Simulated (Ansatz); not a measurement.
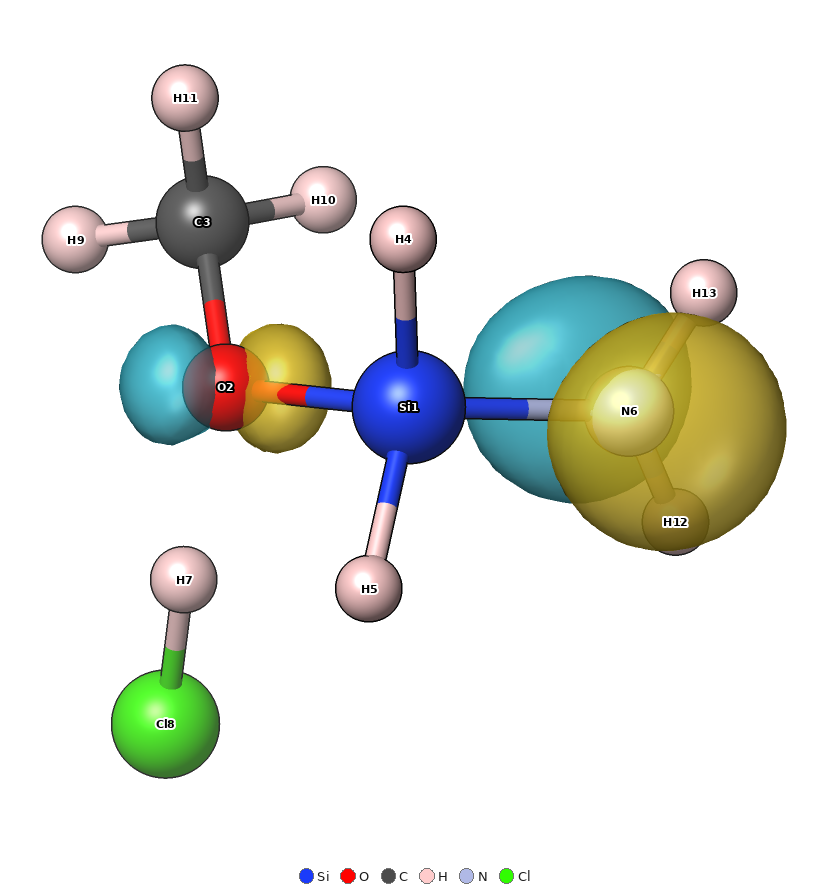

Figure 1: CH7NOSi···HCl. The HOMO at ±0.2 Å⁻³ᐟ² (yellow and cyan are the two phases), seen at a tilt.

Computed with RKS PBE0-D4/6-31G* (Ansatz 0.2.0).

```yaml
atoms:
  - { symbol: Si, position_ang: [-1.2057, -0.2431, 0.2831] }
  - { symbol: O, position_ang: [0.3266, 0.2505, 0.7868] }
  - { symbol: C, position_ang: [1.4597, -0.5734, 0.5611] }
  - { symbol: H, position_ang: [-1.4461, -1.5877, 0.8704] }
  - { symbol: H, position_ang: [-2.0688, 0.8318, 0.8160] }
  - { symbol: N, position_ang: [-1.4351, -0.4014, -1.4025] }
  - { symbol: H, position_ang: [0.7232, 1.8594, 0.4371] }
  - { symbol: Cl, position_ang: [1.0582, 3.0746, 0.0352] }
  - { symbol: H, position_ang: [2.3347, -0.0655, 0.9748] }
  - { symbol: H, position_ang: [1.6225, -0.7424, -0.5106] }
  - { symbol: H, position_ang: [1.3400, -1.5404, 1.0652] }
  - { symbol: H, position_ang: [-1.4628, 0.3983, -2.0194] }
  - { symbol: H, position_ang: [-1.2463, -1.2606, -1.8971] }
```

**What is the character of this orbital?**

By Hirshfeld shares it lies mainly on N6 (about 65 %) and O2 (about 10 %). Its energy is −7.86 eV.
